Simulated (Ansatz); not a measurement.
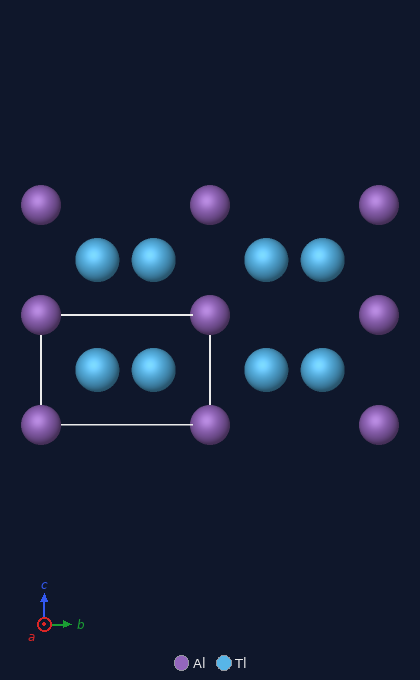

Projection along an edge of the hexagonal mesh, stacking direction c upwards. Every atom sits on one of the three columns of the mesh; call them A, B, C in the order in which they first turn up. The sequence starts with the first layer at or above the cell's origin.

AlTl₂: the geometry relaxed with DFT PBE, scalar-relativistic, plane waves, PAW (Ansatz 0.2.0); the starting structure was generated, so it need not be a known form of this composition.

Read off the stacking sequence over one period.

Answer. Al(A) – Tl(B)+Tl(C) (two layers in 3.13 Å).

Heights of the layers:

| layer | atoms (column) | height (Å) | to next (Å) |
| --- | --- | --- | --- |
| 1 | Al(A) | 0.00 | 1.57 |
| 2 | Tl(B)+Tl(C) | 1.57 | 1.57 |
